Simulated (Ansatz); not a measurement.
System: BFGeH4O.

```json
{"atom": "B", "x (Å)": "-0.6734", "y (Å)": "1.4181", "z (Å)": "-0.2913"}
{"atom": "O", "x (Å)": "-0.7769", "y (Å)": "0.1091", "z (Å)": "0.0018"}
{"atom": "Ge", "x (Å)": "0.4340", "y (Å)": "-1.1287", "z (Å)": "0.3076"}
{"atom": "F", "x (Å)": "1.0729", "y (Å)": "-1.5464", "z (Å)": "-1.2328"}
{"atom": "H", "x (Å)": "-1.6747", "y (Å)": "2.0411", "z (Å)": "-0.5190"}
{"atom": "H", "x (Å)": "0.4070", "y (Å)": "1.9578", "z (Å)": "-0.3120"}
{"atom": "H", "x (Å)": "1.5816", "y (Å)": "-0.5618", "z (Å)": "1.1279"}
{"atom": "H", "x (Å)": "-0.2781", "y (Å)": "-2.3464", "z (Å)": "0.8622"}
```

Theory: RHF/def2-SVP (Ansatz).

Predict the electron density and electron localisation function between the atoms.

Answer. B–O (1.35 Å): ρ at the midpoint is about 2.2 e/Å³; the ELF peaks at about 0.95 between the atoms, as expected for a shared but strongly polarised pair.
Ge–O (1.76 Å): the density is about 0.97 e/Å³ at the midpoint; the ELF peaks at about 0.85 in the valence shell of O, 0.6 Å from its nucleus, and is about 0.35 at the midpoint.
B–H (1.20 Å): ρ is about 1.2 e/Å³ halfway; the ELF climbs to about 1 towards the hydrogen, as it does in any bond to H; a covalent bond by its length.

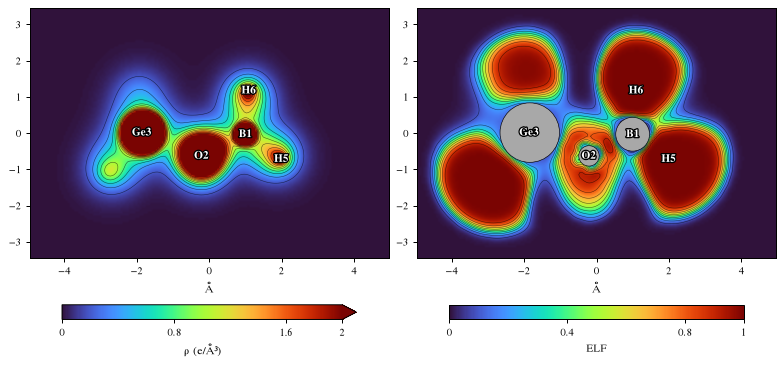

Computed electron density and electron localisation function on the plane of atoms H5, B1 and H6, in this order. Grey discs cover the atomic cores in the ELF map. 
